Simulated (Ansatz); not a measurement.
# KTaO3 (Pm-3m): zone-centre modes under pressure, part 3 of 3

Wanted: Grüneisen parameters and pressure coefficients of the modes of KTaO3 (Pm-3m).

Ansatz 0.2.0; DFT PBE, scalar-relativistic, plane waves, PAW; PAW set soft_1.

So far, highest optical mode at the zone centre (no LO-TO term) (cm⁻¹): step 4 (zone-centre response at rest) 504; step 6 (volume ratio 1.06) 448.

## Step 7: Ground state of a member: 0.9 times the volume at rest

The cell is set to 0.9 times the volume at rest; symmetry leaves nothing else free, so this is a single point.

Contents of input.yaml:

```yaml
crystal:
  lattice:
    - [3.8843566978, 0.0, 0.0]
    - [0.0, 3.8843566978, 0.0]
    - [0.0, 0.0, 3.8843566978]
  atoms:
    - { symbol: O, position: [0.5, 0.0, 0.0] }
    - { symbol: O, position: [0.0, 0.5, 0.0] }
    - { symbol: O, position: [0.0, 0.0, 0.5] }
    - { symbol: K, position: [0.5, 0.5, 0.5] }
    - { symbol: Ta, position: [0.0, 0.0, 0.0] }
kpoints:
  mp_grid: { grid: [8, 8, 8] }
hamiltonian:
  xc: pbe
  pseudopotentials: { kind: paw, azcp: { folder: soft_1 } }
scf:
  occupations: { method: fixed }
output:
  forces: true
  stress: true
  eigenvalues: true
```

Launch:

```console
$ ansatz run input.yaml --threads 4 --pin off --max-ram 16384MiB --backend cpu --events-out ev --progress --plain --runs-dir out
```

Numbers of over 12 decimals in the logs are rounded to 6 here.

Log:

```text
[...]
Crystal: 5 atoms, lattice volume = 58.608 Å³
Basis set: ecut = 420 eV, 1189 PW (Γ), exchange–correlation on 54×54×54 points (8 copies of the dense FFT grid, shifted against one another)
Bands: 25, of which v1, the nominal top of the filled ones, is band 20 counted from 1 (19 counted from 0)
Symmetry: 48 space group operations
[...]
k-points: 35 of 512
[...]
k-point 0: bands = [... 16 lower, 8.6695, 9.2873, 9.2873, 9.2873, 12.2609, 12.2609, 12.2609, 17.1462, ... 1 higher]
  k-point 1: bands = [... 16 lower, 8.5853, 8.7699, 9.2018, 9.2018, 12.2886, 12.7940, 12.7940, 17.4379, ... 1 higher]
  k-point 2: bands = [... 16 lower, 8.0817, 8.3909, 9.1145, 9.1145, 12.3574, 13.9195, 13.9195, 17.6913, ... 1 higher]
  k-point 34: bands = [... 16 lower, 5.7211, 9.8564, 9.8564, 9.8564, 17.1242, 17.1242, 17.1242, 18.9896, ... 1 higher]
[key lines of the parts left out:]
SCF converged after 8 iterations
Free energy (F): -13178.793969 eV
Fermi energy:    9.856394 eV
P = ⅓ Tr σ = 25.1638 GPa (251.638 kbar)
```

It took 1.5 s on 4 threads of Intel Xeon Platinum 8259CL at 2.50GHz (Skylake/Cascade Lake), shared host; peak memory 0.41 GiB.

Numbers from this step:

| Property | Result |
| --- | --- |
| pressure | 25.16 GPa |
| gap on the k-mesh | 2.404 eV |
| volume per atom | 11.72 Å³ |

The forces vanish by symmetry, at a pressure of 25.16 GPa.

## Step 8: Modes of this member: 0.9 times the volume at rest

The zone-centre modes follow for 0.9 times the volume at rest, with the response to a field.

input.yaml: that of step 7 with these lines changed.

```diff
@@ -19,4 +19,6 @@
 output:
-  forces: true
-  stress: true
   eigenvalues: true
+phonons:
+  method: dfpt
+  dielectric: true
+  rigid_motions: translations
```

Log:

```text
[...]
Crystal: 5 atoms, lattice volume = 58.608 Å³
Basis set: ecut = 420 eV, 1189 PW (Γ), exchange–correlation on 54×54×54 points (8 copies of the dense FFT grid, shifted against one another)
Bands: 25, of which v1, the nominal top of the filled ones, is band 20 counted from 1 (19 counted from 0)
Symmetry: 48 space group operations
k-points: 170 of 512 (irreducible under 2 space group operations, time reversal used)
[...]
optical modes at Γ + LO–TO along q̂ = [1.0000, 0.0000, 0.0000]:
      ω (cm⁻¹)  modes    IR ((D/Å)²/amu)
[...]
optical modes at Γ + LO–TO along q̂ = [0.0000, 1.0000, 0.0000]:
      ω (cm⁻¹)  modes    IR ((D/Å)²/amu)
[...]
optical modes at Γ + LO–TO along q̂ = [0.0000, 0.0000, 1.0000]:
      ω (cm⁻¹)  modes    IR ((D/Å)²/amu)
[...]
228.38      3             0.0000
        396.38      1             7.2699
        658.69      2            80.7165
        920.75      1            70.0999
[key lines of the parts left out:]
SCF converged after 10 iterations
Free energy (F): -13178.793969 eV
Fermi energy:    9.856460 eV
```

The job ended after 55 s (4 threads; peak memory 1.3 GiB; 3.3 min of CPU time).

This step gave:

| Property | Result |
| --- | --- |
| sum-rule residual before enforcement | 0.002235 eV/Å² |
| miss of the charge sum rule | 0.002423 e |
| estimated error of the dielectric tensor | 0.01427 |
| estimated error of the Born charges | 0.03617 e |
| highest optical mode at the zone centre (no LO-TO term) | 658.7 cm⁻¹ |
| lowest optical zone-centre mode | 132.8 cm⁻¹ |
| mean high-frequency dielectric constant | 5.195 |
| largest Born charge (third of the trace) | 8.607 e |
| mean static dielectric constant | 71.38 |
| top of the zone-centre spectrum with the field | 920.8 cm⁻¹ |

Without the LO-TO term. Patterns of degenerate modes are one choice out of their space. Modes at Γ, with each element's share of the kinetic energy:

```tsv
mode	frequency (cm⁻¹)	symmetry	O %	K %	Ta %
1	0.0	acoustic	18	15	68
2	0.0	acoustic	18	15	68
3	0.0	acoustic	18	15	68
4	132.8	T1u	58	13	29
5	132.8	T1u	58	13	29
6	132.8	T1u	58	13	29
7	222.9	T1u	26	72	2
8	222.9	T1u	26	72	2
9	222.9	T1u	26	72	2
10	228.4	T2u	100	0	0
11	228.4	T2u	100	0	0
12	228.4	T2u	100	0	0
13	658.7	T1u	99	0	1
14	658.7	T1u	99	0	1
15	658.7	T1u	99	0	1
```

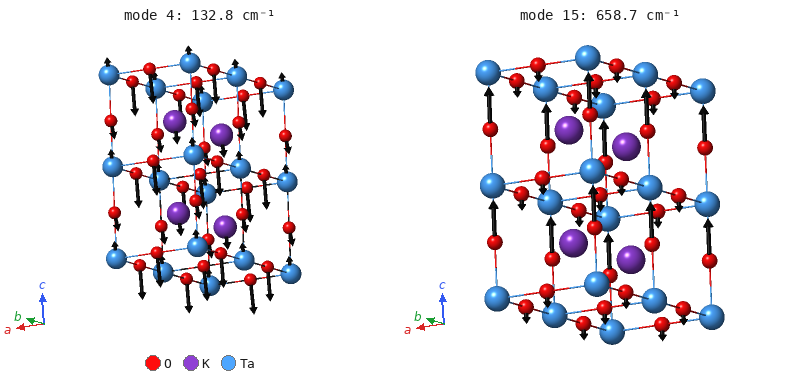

Displacement patterns of modes 4 and 15 at Γ; arrows are exaggerated. 1×2×2 cells are drawn. Some periodic images of atoms are drawn too.

Transverse modes. Infrared lines, with heights relative to the strongest:

```tsv
position (cm⁻¹)	label	relative intensity
133	T1u	66
223	T1u	26
228	T2u	0.0
659	T1u	100
```

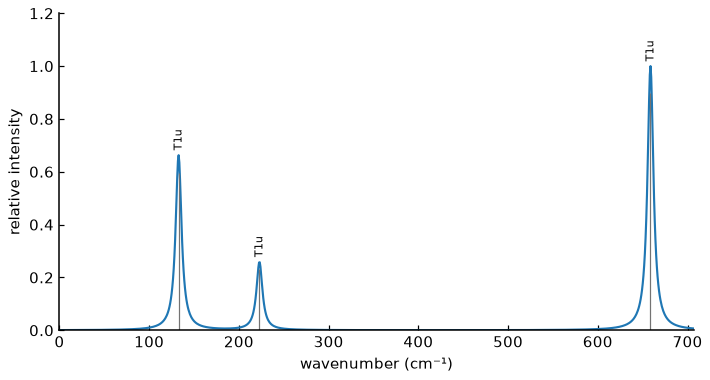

The infrared spectrum, broadened with Lorentzians of width 8 cm⁻¹; bars mark the lines.

Without the LO-TO term the lowest optical mode is real, 133 cm⁻¹, and the highest lies at 658.7 cm⁻¹.

Between step 4 and this run (volume ratio 0.9) the value for the highest optical mode at the zone centre (no LO-TO term) moves from 504 cm⁻¹ to 659 cm⁻¹ (+31 %).

## Step 9: All members side by side

The members are set side by side, also those not shown above.

Each row is one cell with its response, relaxed at fixed volume as far as symmetry leaves anything free; energies are extrapolated to zero smearing, and E0 is that at rest; imaginary frequencies occur in the series; shape and atoms are relaxed in each cell where symmetry leaves them free. State of the crystal along the series:

```tsv
volume ratio	V (Å³/atom)	pressure (GPa)	E - E0 (meV/atom)	gap on mesh (eV)	ε∞	ε0	largest Born charge in size, a third of the trace (e)	top mode with the field, highest of q along x, y and z (cm⁻¹)
0.9	11.72	25.16	92.97	2.404	5.195	71.38	8.607	920.8
0.92	11.98	18.97	57.2	2.358	5.228	78.55	8.625	886.6
0.94	12.24	13.42	30.94	2.312	5.264	97.44	8.645	853.7
0.96	12.5	8.447	13.24	2.264	5.303	147.8	8.668	821.9
0.98	12.76	3.993	3.18	2.217	5.345	430.6	8.693	791.1
0.99	12.89	1.942	0.7728	2.194	5.368	-	8.707	776.1
1	13.02	0.00105	0	2.171	5.391	-	8.727	761.8
1.02	13.28	-3.576	2.958	2.124	5.439	-	8.75	732.6
1.04	13.54	-6.78	11.41	2.078	5.49	-	8.783	704.7
1.06	13.8	-9.648	24.81	2.032	5.544	-	8.816	677.7
```

Without the LO-TO term; each mode is tracked from rest by its pattern, and modes that stay within 0.3 cm⁻¹ of each other stand once; imaginary frequencies occur in the series; shape and atoms are relaxed in each cell where symmetry leaves them free. Optical modes along the series:

```tsv
V (Å³/atom)	mode 1 T1u (cm⁻¹)	mode 7 T1u (cm⁻¹)	mode 10 T2u (cm⁻¹)	mode 13 T1u (cm⁻¹)
11.72	132.8	222.9	228.4	658.7
11.98	131.9	213.8	238.8	622.6
12.24	123.2	204.4	247.4	588.8
12.5	103.7	195.1	254.4	557.6
12.76	62.71	186.2	260.2	529.3
12.89	-20.39	182.1	262.8	516.3
13.02	-73.26	178.1	265.1	504.1
13.28	-130.1	170.8	269	482.1
13.54	-174.3	164	272.2	463.4
13.8	-212.7	157.7	274.8	447.6
```

From cubic fits (parabolas where under five rows exist) of ln ω and P against ln V through the rows within about 4 % of rest: γ = −d ln ω / d ln V and dω/dP = γ ω / B. Slopes at rest:

```tsv
mode	fitted frequency at rest (cm⁻¹)	Grüneisen parameter γ	dω/dP (cm⁻¹/GPa)
mode 7 T1u	178.1	2.17	2.04
mode 10 T2u	265.1	-0.82	-1.16
mode 13 T1u	504.1	2.34	6.24
```

## Step 10: Results

| Quantity | Value |
| --- | --- |
| members | 10 |
| highest optical mode at the zone centre (no LO-TO term), at rest | 504.1 cm⁻¹ |
| bulk modulus at rest | 189 GPa |
| mode 7 T1u, γ | 2.17 |
| mode 10 T2u, γ | -0.82 |
| mode 13 T1u, γ | 2.34 |

What this shows: The series spans -9.6 to 25.2 GPa, and the slope at rest gives a bulk modulus of 189 GPa. Among the modes in the table of slopes γ runs from -0.82 (mode 10 T2u) to 2.34 (mode 13 T1u). A negative γ means that the mode softens under pressure. ε∞ is 5.39 at rest, with d ln ε∞ / d ln V = 0.44. A mode is imaginary at volume ratio 0.99, 1, 1.02, 1.04 and 1.06, where this structure is not a minimum. One k mesh and one cutoff serve the ground states and modes of all volumes; the field response picks its own mesh. These are harmonic frequencies at zero temperature: anharmonic shifts, linewidths and thermal expansion are left out. Spin-orbit coupling is left out, which can matter for the heavy elements here. Only the zone centre was solved, so an instability at another wavevector cannot show here.

[Logs are printed without paths, hosts, clocks, repeated set-up lines and the standing remarks that a program may print on its own settings, such as how far it seeks lower states.]

[Hosts, paths, dates, database ids (printed as entryN), source tags and the programs' standing remarks are cut or masked in the printed files.]
